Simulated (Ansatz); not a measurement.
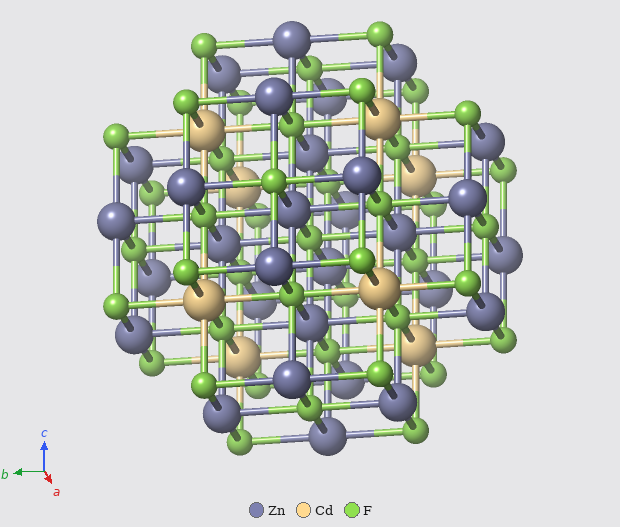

Zn3CdF4 (space group Pm-3m, No. 221): coordinates from a relaxation with Ansatz, DFT PBE, scalar-relativistic, plane waves, PAW; the starting structure was generated, so it need not be a known form of this composition.

Bonds are taken as Cd–F below 2.8 Å and F–Zn below 2.8 Å. The graph is simplified in the usual way: terminal and isolated atoms are pruned, two-connected atoms become edges.

> What kind of net remains, and which atoms are its nodes?

A uninodal 6-connected, three-periodic net: Zn, Cd and F are 6-connected nodes.

> Which named net is it?

It is the pcu net, known from NaCl, ReO3 and the B-X framework of perovskite.

> Is the net interpenetrated?

It is a single net, without interpenetration.

> How many nodes does the smallest cycle have?

Four.
